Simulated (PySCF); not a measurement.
Consider C4H9NOSi.

```xyz
16

C    -1.2070    1.5563    0.1695
C    -1.1234    0.2364    0.0653
C    -2.3536   -0.6151    0.1324
Si    0.4693   -0.7401   -0.2177
N     1.7959    0.3797    0.0602
C     3.0147   -0.1328   -0.1468
O     3.1751   -1.2739   -0.5044
H    -0.3442    2.1994    0.1143
H    -2.1514    2.0607    0.3134
H    -2.2891   -1.2972    0.9782
H    -3.2547   -0.0139    0.2337
H    -2.4333   -1.2218   -0.7674
H     0.5371   -1.2014   -1.6031
H     0.5908   -1.8208    0.7598
H     1.7099    1.3329    0.3699
H     3.8563    0.5604    0.0314
```

Geometry: GFN2-xTB.

These are results of CAM-B3LYP/def2-SVPD, SCF density, gas phase in PySCF, not measurements.

**What can the converged electron density and electron localisation function tell about the bonding?**

C–O (1.21 Å): ρ at the midpoint is about 3.4 e/Å³; the ELF peaks at about 0.85 between the atoms (a short, multiple covalent bond).
C–N (1.34 Å): the density is about 2.5 e/Å³ at the midpoint; the ELF peaks at about 0.95 between the atoms (localised, covalent bonding).
Si–N (1.76 Å): ρ at the midpoint is about 1 e/Å³; the ELF peaks at about 0.95 between the atoms: a shared but strongly polarised pair.
C–Si (1.89 Å): the density is about 0.97 e/Å³ at the midpoint; the ELF peaks at about 1 between the atoms: a covalent bond.

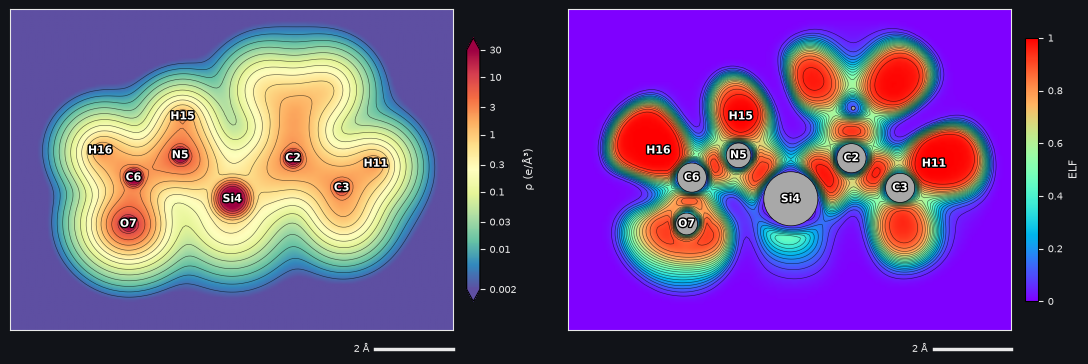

Computed electron density and electron localisation function on the plane of atoms N5, C6 and H16, in this order. Grey discs cover the atomic cores in the ELF map. 
